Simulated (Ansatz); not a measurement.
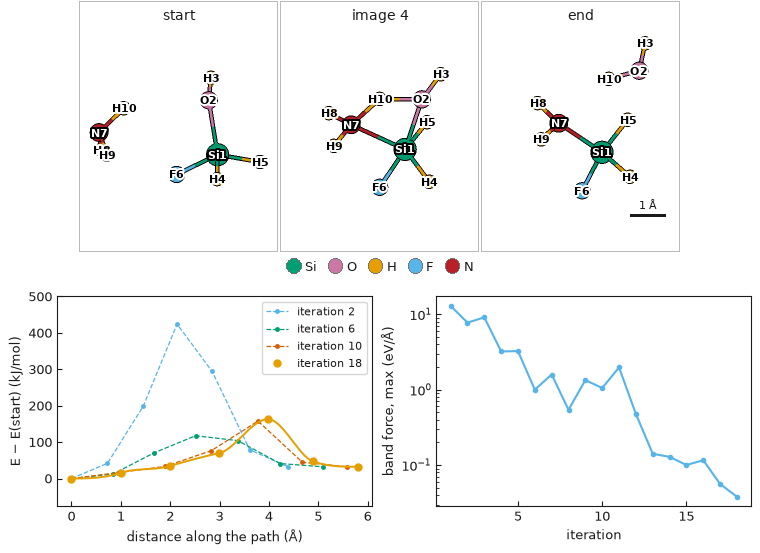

NEB run on SiNH₆OF, made up at the start of SiH3OF and NH3. Images are numbered from 0 (start) to 6 (end). The plot follows the band through its iterations. A ball-and-stick model, seen at a tilt.

Level of theory: Ansatz, RHF/def2-SVP.

The input:
```yaml
crystal:
  periodic: [false, false, false]
  atoms:
    - { symbol: Si, position_ang: [-0.272005, 0.395033, -0.00797] }
    - { symbol: O, position_ang: [-0.301733, 0.343132, 1.625217] }
    - { symbol: H, position_ang: [-1.11018, 0.283431, 2.10999] }
    - { symbol: H, position_ang: [1.108076, 0.648758, -0.423815] }
    - { symbol: H, position_ang: [-1.225255, 1.382841, -0.536465] }
    - { symbol: F, position_ang: [-0.72891, -1.030155, -0.601553] }
    - { symbol: "N", position_ang: [1.594572, -2.559422, 1.348171] }
    - { symbol: H, position_ang: [0.882996, -2.752022, 0.664709] }
    - { symbol: H, position_ang: [2.392388, -2.199349, 0.8536] }
    - { symbol: H, position_ang: [1.247848, -1.819746, 1.934116] }
basis:
  gaussian: { orbitals: def2-SVP }
hamiltonian:
  xc: hf
neb:
  order_check: false
  images: 5
  f_tol: 0.05
  max_iterations: 60
  initial_path: linear
  final_atoms:
    - { symbol: Si, position_ang: [0.25763525, -0.49534562, -0.49998652] }
    - { symbol: O, position_ang: [0.25395942, 0.32030193, 2.80959727] }
    - { symbol: H, position_ang: [-0.6108991, 0.16982582, 3.15909575] }
    - { symbol: H, position_ang: [1.14916812, 0.66118664, -0.37503442] }
    - { symbol: H, position_ang: [-1.15320105, -0.21810226, -0.19951598] }
    - { symbol: F, position_ang: [0.29792596, -0.94073215, -2.05446112] }
    - { symbol: "N", position_ang: [0.81258196, -1.75031964, 0.53854436] }
    - { symbol: H, position_ang: [0.27877179, -2.596732, 0.61547712] }
    - { symbol: H, position_ang: [1.79412539, -1.95852588, 0.56765533] }
    - { symbol: H, position_ang: [0.50772926, -0.49905585, 2.40462821] }
```

Launched with:
```bash
ansatz run input.yaml --threads 1 --pin off --max-ram 2048MiB --backend cpu --events-out ev --progress --plain --runs-dir out
```

Q: Did the band converge, and can the barrier be trusted?

A: The run is converged, with reservations. The band converged in 18 iterations. The largest component of the band force went from 13 to 0.038 eV/Å. The climbing image converged on the top of the path. Its curvatures weren't checked. The straight starting path can push atoms close together and costs iterations. The first iteration put the highest image at 856.4 kJ/mol. Forward barrier 162.8 kJ/mol, backward barrier 130.5 kJ/mol, with image 4 at the top; the reaction energy is +32.3 kJ/mol.

Limits of the set-up: the start holds two separate molecules, 2.7 Å apart at their closest, whose relative position is a soft coordinate and is computed without a dispersion correction; Hartree-Fock leaves out electron correlation.
